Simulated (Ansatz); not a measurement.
The relaxed structure here is a generated cell of CsSnI3: the first start was made by a random draw of sites in a space group, and the end was not matched to a known phase here, so it may be hypothetical. Known forms of CsSnI3 include space group No. 62, 221.

One stationary structure of CsSnI₃. Space group P4/mmm (No. 123). Computed with PBE (plane waves to 420 eV, PAW, scalar-relativistic; Ansatz, a program for electronic structure).

Space group P4/mmm (No. 123); a = 4.758 Å, b = 4.758 Å, c = 12.049 Å, α = 90.00°, β = 90.00°, γ = 90.00°

```csv
atom,site,symmetry,x,y,z
Cs,1d,4/mmm,0.5000,0.5000,0.5000
I,2h,4mm,0.5000,0.5000,0.1519
I,1b,4/mmm,0.0000,0.0000,0.5000
Sn,1a,4/mmm,0.0000,0.0000,0.0000
```

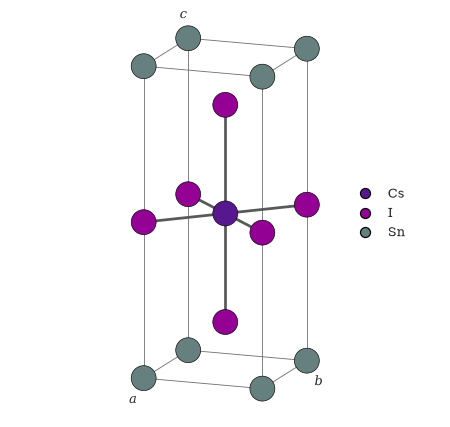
Figure: The conventional cell of the relaxed structure

For CsSnI3, the volume per atom comes out as 54.55 Å³. The density is 3.85 g/cm³. The band gap is zero (the bands touch at this level, without spin-orbit coupling) and the shortest distances is Cs–I 3.36 Å. The k-mesh comes out as 10×10×4.

Band energies at high-symmetry points (eV from the Fermi level; labels of this space group; no spin-orbit coupling), from −5 eV up to 4.8 eV:

```csv
point,energies
Γ,-2.59 -2.34 -2.34 -1.59 -1.59 -1.32 -0.74 -0.08 -0.08 0.10 1.43 1.43 3.89 4.11 4.14
X,-3.18 -2.89 -2.08 -1.87 -1.52 -1.48 -1.06 -1.02 -0.85 0.17 0.54 1.23 4.54
M,-3.44 -3.44 -2.69 -2.30 -2.30 -0.92 -0.66 -0.07 -0.07 -0.06 0.93 0.93 4.71 4.71
Z,-2.54 -2.34 -2.34 -1.59 -1.59 -1.37 -0.72 -0.08 -0.08 0.00 1.42 1.42 3.99 4.00
R,-3.13 -2.88 -2.10 -1.87 -1.56 -1.48 -1.07 -1.06 -0.84 0.18 0.54 1.23
A,-3.44 -3.44 -2.64 -2.30 -2.30 -1.00 -0.64 -0.10 -0.07 -0.07 0.91 0.91 4.77 4.77
```

No spin polarisation in the result. Spin-orbit coupling is missing; with elements this heavy it can move band edges by tenths of an eV or more.

The run could not lower the symmetry of its start; a shaken copy of this end point relaxes with PBE to P1 (No. 1) at a tolerance of 0.01 Å, P2₁ (No. 4) at 0.1 Å, 0.47 eV/atom lower.
